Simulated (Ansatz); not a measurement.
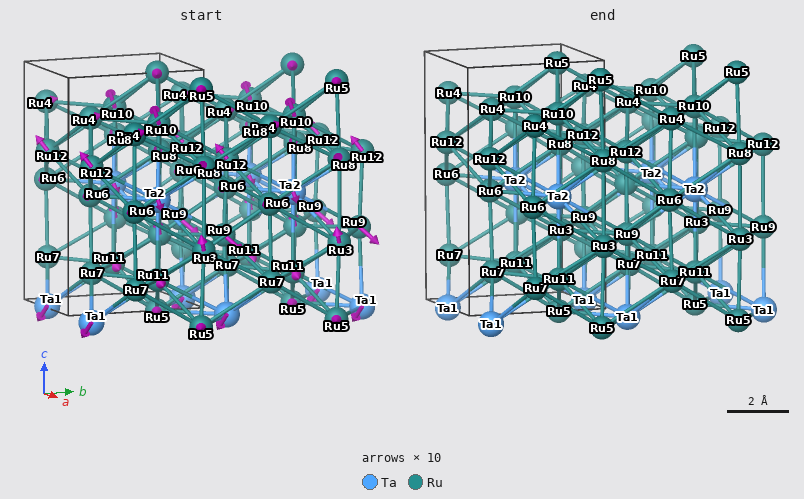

The structure of a crystal of TaRu₅ (a generated structure, set up in P1) (coarse preliminary run) before (left) and after (right) a relaxation, at one scale. The purple arrows give the displacements (the part carried along by the change of the cell is left out), magnified 10 times.

The picture is a ball-and-stick view of the cell of the calculation, repeated 2 × 2 × 1 with one cell outlined, seen slightly off an axis.

The calculation used DFT PBE, scalar-relativistic, plane waves, PAW (Ansatz 0.2.0). Settings: plane-wave cutoff 420 eV; k-point mesh 6 × 4 × 4; occupations gaussian; smearing width 0.2 eV; no spin polarisation; cell and atoms relaxed; force threshold 0.025 eV/Å; at most 60 steps.

What changed between the two?

Answer. Ru10 moves most relative to the cell: 0.12 Å roughly along [−3 1 1]. Largest moves by element: Ru 0.12 Å, Ta 0.08 Å. The volume changes by +4.5 %, with a 4.403 → 4.371 Å (−0.7 %), b 4.744 → 4.790 Å (+1.0 %), c 7.960 → 8.301 Å (+4.3 %), α 89.2° → 90.0°, β 89.9° → 90.0°, γ 89.4° → 90.0°. Near-neighbour distances that change, for instance: Ru9–Ru12 2.550 → 2.760 Å, Ta2–Ru10 2.577 → 2.771 Å, Ru3–Ru5 2.554 → 2.719 Å, Ta2–Ru12 2.618 → 2.765 Å. The space group (tolerance 0.01 Å) goes from P1 (No. 1) to P-62m (No. 189). After 4 accepted moves (6 points after the start) the energy has fallen by 80.6 meV per atom. The largest force component goes from 1.3 to 0.0059 eV/Å. Pressure: 15.84 GPa at the start and 0.01 GPa at the end. The line search rejected the trial step at point 4 of the run. At 1 point the geometry stayed and the basis and grid were re-selected for the new cell (energy shift of 0.3 meV per atom at most each time).
